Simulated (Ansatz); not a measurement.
## Electronic structure of CH₃GaO in real space

```yaml
atoms:
  - { symbol: C, position_ang: [-0.3014, -0.1632, -0.1052] }
  - { symbol: O, position_ang: [-1.6055, -0.5223, -0.1286] }
  - { symbol: Ga, position_ang: [0.6758, 0.3384, 1.5195] }
  - { symbol: H, position_ang: [-1.7671, -1.2764, -0.7170] }
  - { symbol: H, position_ang: [0.2985, -0.7348, -0.8274] }
  - { symbol: H, position_ang: [1.1060, 1.8626, 1.7410] }
```

All numbers below come from UKS B3LYP/def2-mTZVP in Ansatz 0.2.0.

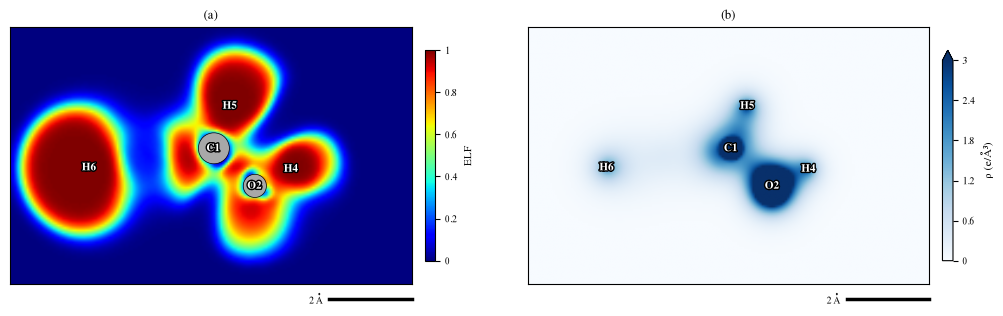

Figure 1. (a) ELF; (b) electron density on the plane of atoms O2, C1 and H5. Grey discs cover the atomic cores in the ELF map.

> What does the map show?

- The plane passes through C, O and H nuclei.
- C–O (1.35 Å): ρ at the midpoint is about 2.3 e/Å³, with its minimum of 1.9 e/Å³ about 0.5 Å from C; the ELF peaks at about 0.90 between the atoms; a polar covalent bond.
- O–H (0.97 Å): ρ is about 3.7 e/Å³ halfway; the ELF climbs to about 1 towards the hydrogen, as it does in any bond to H (an ordinary covalent bond to hydrogen).
- C–H (1.10 Å): ρ is about 2 e/Å³ halfway; the ELF climbs to about 1 towards the hydrogen: a covalent bond by its length.
- The ELF also peaks beside O2, away from the bonds: lone-pair regions.

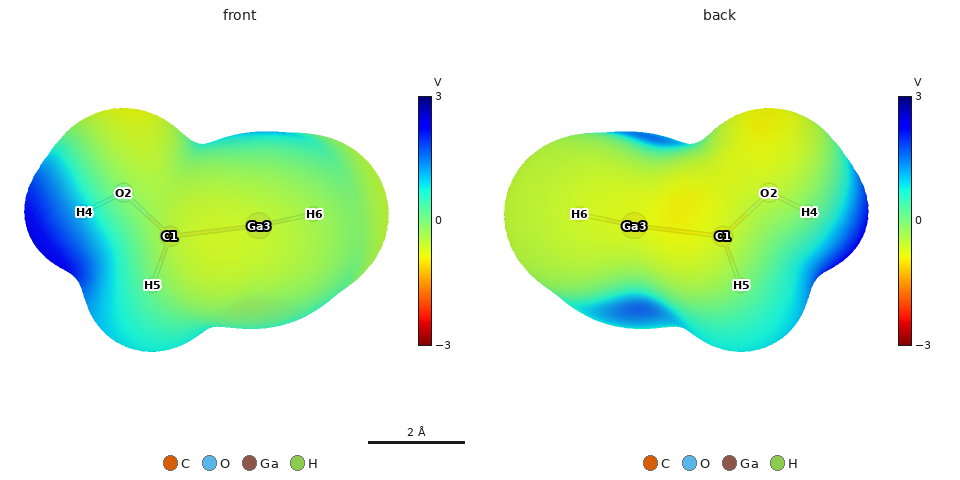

Figure 2. The electrostatic potential painted on the density surface at 0.001 e/bohr³, seen from the front and from behind; red is negative and blue positive.

> Describe the electrostatic potential map.

The most negative region (about −0.9 V) lies over C1 and O2, the most positive (about +2.4 V) over H4.

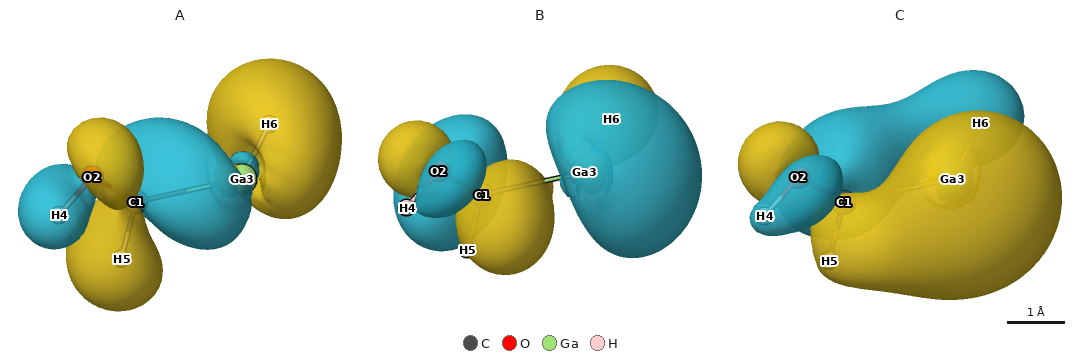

Figure 3. Three frontier orbitals at ±0.08 Å⁻³ᐟ² (yellow and cyan are the two phases), in no order.

> Which picture is the HOMO−1, the HOMO and the LUMO?

A is the HOMO−1 (−7.97 eV). It lies mainly on C1 (about 30 %), Ga3 (about 25 %), H6 (about 20 %), O2 (about 10 %) and H5 (about 10 %). C is the HOMO (−5.13 eV). Its weight (Hirshfeld) is mainly on Ga3 (about 50 %), C1 (about 30 %), O2 (about 10 %) and H6 (about 5 %). B is the LUMO (−1.97 eV). It lies mainly on Ga3 (about 40 %), C1 (about 35 %), O2 (about 10 %) and H6 (about 10 %).

> What is the HOMO–LUMO gap?

3.16 eV between the orbital energies.
